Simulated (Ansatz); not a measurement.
**AlBClH$_{4}$N: density, localisation and related maps**

```xyz
8

B     0.0136    1.1631   -0.1421
N     0.4111    0.3191    0.8639
Al   -0.2354   -1.1055   -0.0806
Cl    1.1404   -2.2624   -1.1683
H    -0.5982    0.5317   -1.0712
H     0.1333    2.3615   -0.3036
H     0.9260    0.5998    1.7012
H    -1.6985   -1.6643    0.1449
```

Level of theory: Ansatz, RKS LDA/def2-SVP.

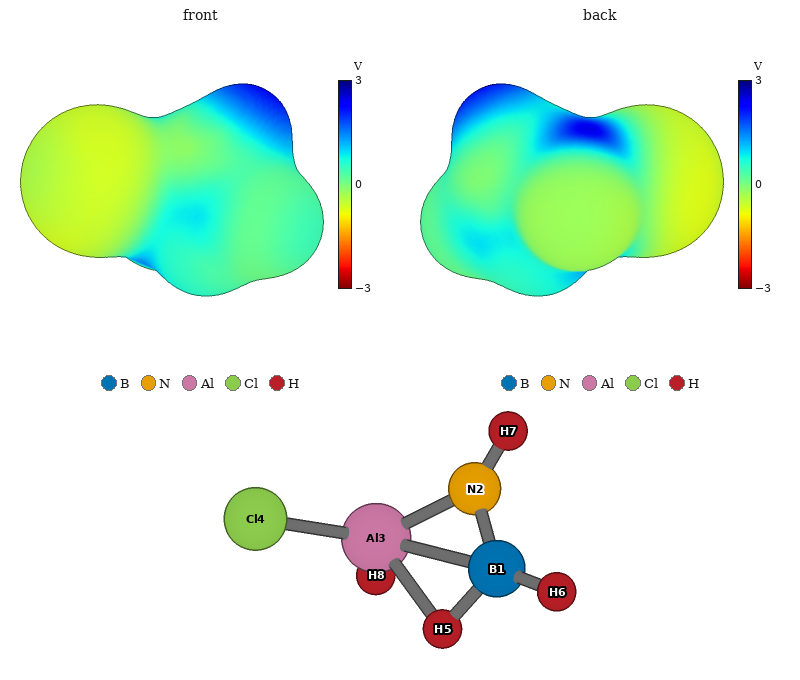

Figure 1. The molecular electrostatic potential painted on the density surface at 0.002 e/bohr³, seen from the front and from behind; the colour scale runs from red (negative) to blue (positive). The bare structure is drawn below in the same view.

> Where is the surface potential most negative and most positive?

The most negative region (about −0.7 V, or −16 kcal/mol for a unit charge) lies over Cl4, the most positive (about +2.2 V, or +51 kcal/mol for a unit charge) over Al3 and H7.

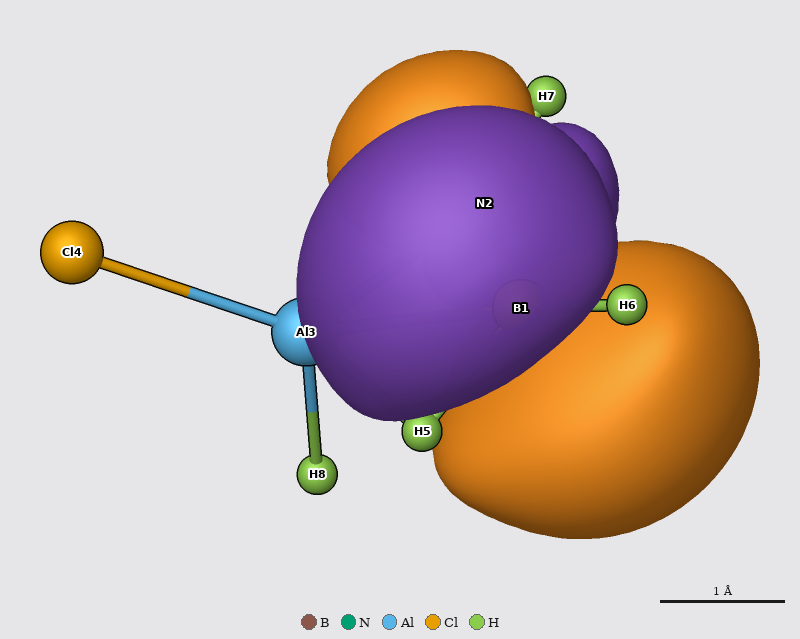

Figure 2. The LUMO at ±0.1 Å⁻³ᐟ² (orange and purple are the two phases), seen at a tilt.

> Describe this orbital and give its energy.

Its weight (Hirshfeld) is mainly on B1 (about 55 %), N2 (about 25 %) and H6 (about 5 %). Its energy is −1.65 eV.

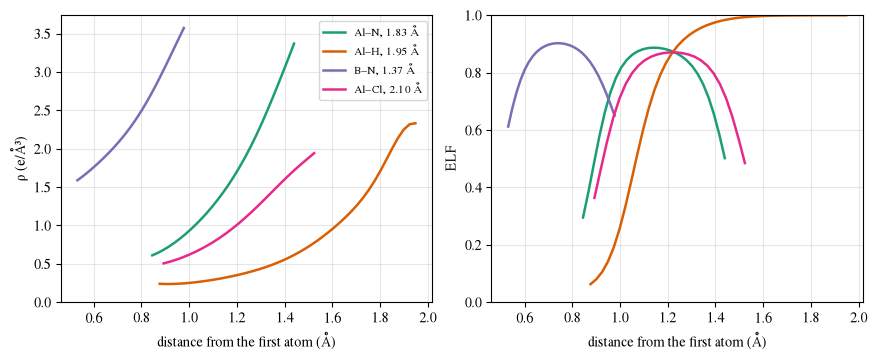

Figure 3. Electron density and ELF along straight lines between neighbouring atoms. The curves leave out the atomic cores.

> Compare the contacts.

Al–N (1.83 Å): the density is about 0.72 e/Å³ at the midpoint; the ELF peaks at about 0.90 in the valence shell of N, 0.7 Å from its nucleus, and is about 0.60 at the midpoint.
Al3···H5 (1.95 Å): the density falls to about 0.24 e/Å³ on the way; the ELF climbs to about 1 towards the hydrogen.
B–N (1.37 Å): the density is about 2 e/Å³ at the midpoint; the ELF peaks at about 0.90 between the atoms, as expected for a shared but strongly polarised pair.
Al–Cl (2.10 Å): ρ at the midpoint is about 0.69 e/Å³; the ELF peaks at about 0.85 in the valence shell of Cl, 0.9 Å from its nucleus, and is about 0.80 at the midpoint.
